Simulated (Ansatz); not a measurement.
**triplet SiHCl2OF: levels of theory compared**

We compute a comparison of 4 runs (UB3LYP/6-31G*, UB2PLYP/def2-SVP, UBHLYP/def2-SVP, UHSE06/def2-SVP) of triplet SiHCl2OF. 

The calculation is run with Ansatz 0.2.0.

126 further runs of the same task are left out: 126 set aside as unsound or not needed.

### 1 Starting point

SiHCl2OF: 6 atoms, total charge 0, spin state triplet. SMILES of the parent species: `O[Si](F)(Cl)Cl`. The coordinates come from a PBE0-D4/def2-TZVP relaxation. This is one conformer, not always the lowest. That shape belongs to the parent species and isn't relaxed for this state.

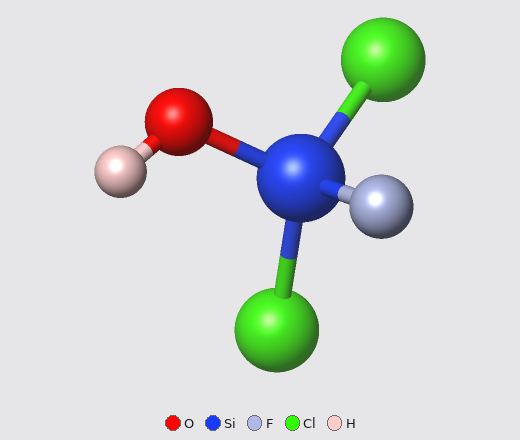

The structure, seen from a chosen angle (oxygen red, silicon blue, fluorine light blue, chlorine green, hydrogen pink).

### 2 The energy at UB3LYP/6-31G(d) (spherical functions) (run 1)

input.yaml reads:

```yaml
crystal:
  periodic: [false, false, false]
  atoms:
    - {symbol: O, position_ang: [-0.507700, 0.453700, 1.122500]}
    - {symbol: Si, position_ang: [0.219500, 0.013400, -0.247400]}
    - {symbol: F, position_ang: [1.583200, -0.726700, 0.044400]}
    - {symbol: Cl, position_ang: [-0.921300, -1.272900, -1.319600]}
    - {symbol: Cl, position_ang: [0.618000, 1.683900, -1.294500]}
    - {symbol: H, position_ang: [-0.949600, -0.215500, 1.648500]}
basis:
  gaussian:
    orbitals: 6-31G_st_-spherical.json
magnetization:
  spin_polarized: true
  initial_magnetization: 2
hamiltonian:
  xc: {name: B3LYP}
accuracy: high
output: {orbitals: {seedname: orbitals}}
```

The basis set 6-31G* is read from a file made from the Basis Set Exchange's data (not shown).

Command:

```console
ansatz run input.yaml --threads 1 --pin off --max-ram 3480MiB --events-out events.jsonl --progress --plain --runs-dir runs
```

Standard output:

```text
Warning: RAYON_NUM_THREADS=1 ignored (pool sized by the plan → 1); use --threads N
Functional definition: B3LYP
  name "B3LYP"
  parameter a0 = 0.2
  parameter ax = 0.72
  parameter ac = 0.81
  exchange = (1 - a0 - ax)*slater_x + ax*b88_x + a0*exact_x
  correlation = (1 - ac)*vwn_rpa_c + ac*lyp_c
1754 factors; integrals over basis functions are off by at most 6.8e-9 eV
mean field evaluation 1: about -37693.3241 eV, gradient 4.3e1 eV
mean field evaluation 2: about -37660.5259 eV, gradient 9.5e1 eV
mean field evaluation 4: about -37697.5638 eV, gradient 2.1e1 eV
mean field evaluation 8: about -37700.1128 eV, gradient 9.3e-1 eV
mean field evaluation 16: about -37700.1295 eV, gradient 3.5e-2 eV
mean field evaluation 32: about -37700.1297 eV, gradient 1.3e-3 eV
mean field evaluation 64: about -37699.9621 eV, gradient 2.9e0 eV
mean field evaluation 96: about -37700.0420 eV, gradient 3.8e0 eV
mean field -37700.12971498 eV, -1385.4542129599 hartree, gradient 3.1e-8 eV, S^2 2.004032; 8 other end points of the search recorded, 0 dependent functions left out
reference -37700.12975277 eV, -1385.4542143486 hartree; 34, 32 occupied and 50, 52 virtual orbitals, 1754 factors
Total energy: -37700.12975277 eV, -1385.4542143486 hartree
```

Run time: 23 s. Hardware: 1 thread of AMD EPYC 9R45 (Zen 5), shared host; peak memory 0.47 GiB.

### 3 A single-point energy at UB2PLYP/def2-SVP (run 2)

input.yaml reads:

```yaml
crystal:
  periodic: [false, false, false]
  atoms:
    - symbol: O
      position_ang: [-0.507700, 0.453700, 1.122500]
    - symbol: Si
      position_ang: [0.219500, 0.013400, -0.247400]
    - symbol: F
      position_ang: [1.583200, -0.726700, 0.044400]
    - symbol: Cl
      position_ang: [-0.921300, -1.272900, -1.319600]
    - symbol: Cl
      position_ang: [0.618000, 1.683900, -1.294500]
    - symbol: H
      position_ang: [-0.949600, -0.215500, 1.648500]
basis:
  gaussian:
    orbitals: def2-SVP
accuracy: high
hamiltonian:
  xc: {name: B2PLYP}
correlation:
  frozen_orbitals: {Cl: 5, F: 1, H: 0, O: 1, Si: 5}
magnetization:
  spin_polarized: true
  initial_magnetization: 2
output: {orbitals: {seedname: orbitals}}
```

Command:

```console
ansatz run input.yaml --threads 1 --pin off --max-ram 3480MiB --events-out events.jsonl --progress --plain --runs-dir runs
```

Standard output (excerpt; [...] marks lines left out):

```text
Warning: RAYON_NUM_THREADS=1 ignored (pool sized by the plan → 1); use --threads N
Functional definition: B2PLYP
  name "B2PLYP"
[...]
1703 factors; integrals over basis functions are off by at most 3.7e-9 eV
[...]
mean field -37664.58968336 eV, -1384.1481408876 hartree, gradient 2.7e-8 eV, S^2 2.005183; 10 other end points of the search recorded, 0 dependent functions left out
17 core orbitals not correlated: weight in the atoms' cores, before any rotation towards them, 1.000 or more for the frozen orbitals, at most 0.000 for the correlated occupied ones
reference -37664.58970596 eV, -1384.1481417181 hartree; 17, 15 occupied and 53, 55 virtual orbitals, 1703 factors
second order -22.96880653 eV of doubles, -0.00000000 eV of singles
Total energy: -37670.79128372 eV, -1384.3760454973 hartree
```

Wall time 37 s (1 thread of AMD EPYC 9R45 (Zen 5), shared host); peak memory 0.66 GiB.

Run 3 isn't shown in full; the table further down has it.

### 4 A single-point energy at UHSE06/def2-SVP (run 4)

molecule.yaml reads:

```yaml
crystal:
  periodic: [false, false, false]
  atoms:
    - {symbol: O, position_ang: [-0.507700, 0.453700, 1.122500]}
    - {symbol: Si, position_ang: [0.219500, 0.013400, -0.247400]}
    - {symbol: F, position_ang: [1.583200, -0.726700, 0.044400]}
    - {symbol: Cl, position_ang: [-0.921300, -1.272900, -1.319600]}
    - {symbol: Cl, position_ang: [0.618000, 1.683900, -1.294500]}
    - {symbol: H, position_ang: [-0.949600, -0.215500, 1.648500]}
basis:
  gaussian:
    orbitals: def2-SVP
hamiltonian:
  xc: hse06
magnetization:
  spin_polarized: true
  initial_magnetization: 2
output: {orbitals: {seedname: orbitals}}
accuracy: high
```

Command:

```console
ansatz run molecule.yaml --threads 1 --pin off --max-ram 3480MiB --events-out events.jsonl --progress --plain --runs-dir runs
```

Standard output (excerpt; [...] marks lines left out):

```text
Warning: RAYON_NUM_THREADS=1 ignored (pool sized by the plan → 1); use --threads N
Functional definition: HSE06
  name "HSE06"
[...]
1703 factors; integrals over basis functions are off by at most 3.7e-9 eV
88 factors; integrals over basis functions are off by at most 9.2e-10 eV
[...]
mean field -37669.36804653 eV, -1384.3237424954 hartree, gradient 2.1e-8 eV, S^2 2.004233; 9 other end points of the search recorded, 0 dependent functions left out
reference -37669.36804996 eV, -1384.3237426213 hartree; 34, 32 occupied and 53, 55 virtual orbitals, 1703 factors
Total energy: -37669.36804996 eV, -1384.3237426213 hartree
```

It took 30 s on 1 thread of AMD EPYC 9R45 (Zen 5), shared host; peak memory 0.56 GiB.

### 5 The series

```
run                                level  frozen core orbitals   energy (Eh)  HOMO energy (eV)   ⟨S²⟩  wall time
  1  UB3LYP/6-31G* (spherical functions)                     –  -1385.454214             -1.49  2.004       23 s
  2                     UB2PLYP/def2-SVP                    17  -1384.376045             -2.92  2.005       37 s
  3                      UBHLYP/def2-SVP                     –  -1384.859381             -1.97  2.008       21 s
  4                      UHSE06/def2-SVP                     –  -1384.323743             -0.87  2.004       30 s
```

### 6 Summary of results

| quantity | value |
| --- | --- |
| run 4: total energy | -1384.32374 Eh |
| run 4: HOMO energy (highest over α and β) | -0.87 eV |
| run 4: ⟨S²⟩ | 2.004 |

**Reading.** Totals of different functionals can't be ranked against each other. All runs together took 1.9 min, the longest 37 s.
